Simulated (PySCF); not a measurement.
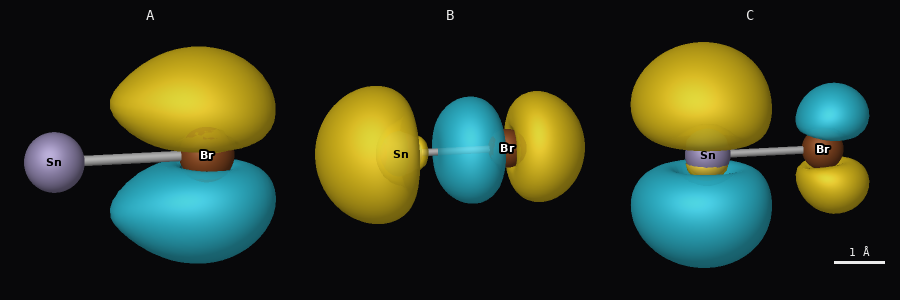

The picture shows: SnBr (charge +1). Three frontier orbitals, each drawn at the value that holds 80 % of its norm (yellow and cyan are the two phases), in no order; of a degenerate pair one member is drawn.

Core potentials replace the inner electrons of Sn.

All numbers below come from PBE0/def2-TZVPPD, non-relativistic Hamiltonian with scalar-relativistic core potentials where named, at a bond length of 2.408 Å (PySCF).

Question: Label each orbital by symmetry, say whether it is occupied, and order them by energy.

Answer: Orbital B: σ, occupied, −14.54 eV; shared between the atoms (Sn 50 %, Br 50 %).
Orbital A: π, occupied, −14.42 eV; mainly on Br (85 %).
Orbital C: π, empty, −8.89 eV; mainly on Sn (85 %).
